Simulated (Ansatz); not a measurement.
The calculation's input:

```
crystal:
  lattice:
    - [2.1765707177, 1.2566436898, 17.7829955]
    - [-2.1765707177, 1.2566436898, 17.7829955]
    - [0.0, -2.5132873796, 17.7829955]
  atoms:
    - { symbol: Sn, position: [0.69896, 0.69896, 0.69896] }
    - { symbol: Sn, position: [0.30104, 0.30104, 0.30104] }
    - { symbol: Pb, position: [0.098663, 0.098663, 0.098663] }
    - { symbol: Pb, position: [0.901337, 0.901337, 0.901337] }
    - { symbol: Pb, position: [0.5, 0.5, 0.5] }
    - { symbol: Se, position: [0.397737, 0.397737, 0.397737] }
    - { symbol: Se, position: [0.0, 0.0, 0.0] }
    - { symbol: Se, position: [0.602263, 0.602263, 0.602263] }
    - { symbol: Se, position: [0.200694, 0.200694, 0.200694] }
    - { symbol: Se, position: [0.799306, 0.799306, 0.799306] }
basis:
  ecutwfc: 500
kpoints:
  mp_grid: { grid: [12, 12, 12] }
  band_path:
    path:
      - [[0.0, 0.0, 0.0], [0.5, 0.5, 0.5], [0.83000426, 0.16999574, 0.5]]
      - [[0.5, -0.16999574, 0.16999574], [0.5, 0.0, 0.0], [0.0, 0.0, 0.0], [0.33499787, -0.33499787, 0.0]]
      - [[0.66500213, 0.0, 0.33499787], [0.5, 0.0, 0.5], [0.0, 0.0, 0.0]]
    npoints: 14
hamiltonian:
  xc: r2scan
scf:
  occupations: { method: gaussian, width: 0.1 }
  n_extra_bands: 25
output:
  forces: true
  stress: true
  eigenvalues: true
  populations: true
  dos: { projected: true, de: 0.02, nscf_kmesh: { grid: [15, 15, 15] } }
  bader: true
  write_density: true
  write_potential: true
  elf: true
  volumetric_format: npy
```

Launched as:

```sh
ansatz run input.yaml --threads 4 --pin off --max-ram 8192MiB --backend cpu --events-out ev --progress --plain --runs-dir out
```

Below, planes, directions and counts refer to the conventional cell (a = 4.35 Å, b = 4.35 Å, c = 53.35 Å, α = 90.00°, β = 90.00°, γ = 120.00°).

Space group R-3m; a structure generated by program, which may or may not match a known phase.

All numbers below come from Ansatz 0.2.0, DFT r2SCAN, scalar-relativistic, plane waves, PAW.

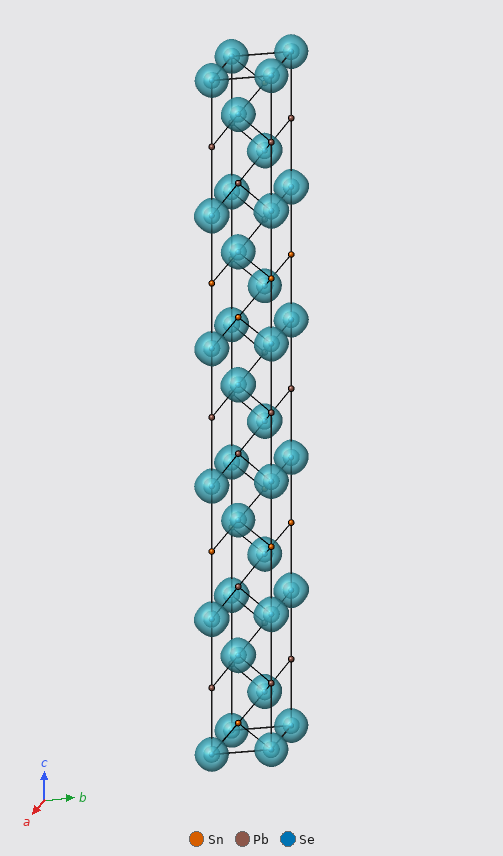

Sn₂Pb₃Se₅. Isosurface of the ELF at 0.7 (cyan), seen at an oblique angle. Only the valence region is drawn (cores and ρ < 0.01 e/Å³ removed). Sticks mark near contacts.

**What do the ELF domains correspond to?**

At this value the surface marks out 15 regions wrapped around Se (the valence shell of each), counted in one cell of 30 atoms. Any copies at cell faces, edges or corners count once. Profiles from the grid: Sn–Se (3.04 Å): the ELF is about 0.40 at the midpoint. Pb–Se (3.10 Å): the ELF is about 0.30 at the midpoint.

**What Bader charges does the calculation give?**

Electrons move from Sn and Pb towards Se. Bader charges: Sn +0.94, Pb +0.95 and Se −0.95 e.
